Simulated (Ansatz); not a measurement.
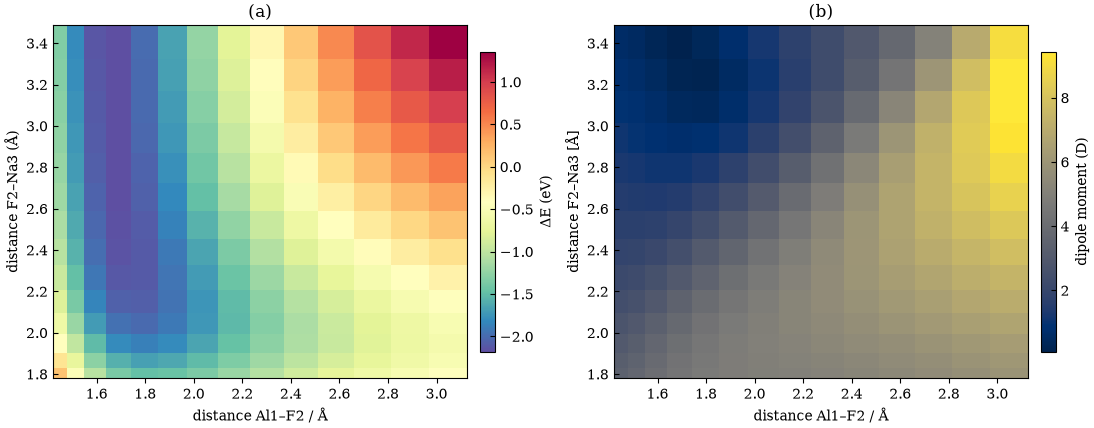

The system Al + FNa, spin multiplicity 2. The first coordinate is: distance Al1–F2; the second: distance F2–Na3. Nothing is relaxed (the angle Al1–F2–Na3 is fixed at 90 degrees). Grid: 14 × 14 points. Energies: eV, counted from Al far from the relaxed FNa (each part in its own basis). Theory: Ansatz, UHF/def2-TZVPD.

Panel (a) is the energy and panel (b) the computed dipole moment on the same grid.

In the figure: one coloured cell a grid point.

> How does the dipole moment vary over the map, and what is it at the lowest grid point?

Leaving out the highest fifth of the energies, it runs from 0.1 D at distance Al1–F2 = 1.686 Å, distance F2–Na3 = 3.408 Å to 7.1 D at distance Al1–F2 = 2.890 Å, distance F2–Na3 = 2.270 Å. At the lowest grid point, distance Al1–F2 = 1.686 Å, distance F2–Na3 = 3.408 Å, it is 0.1 D. That point lies on the edge of the scan.
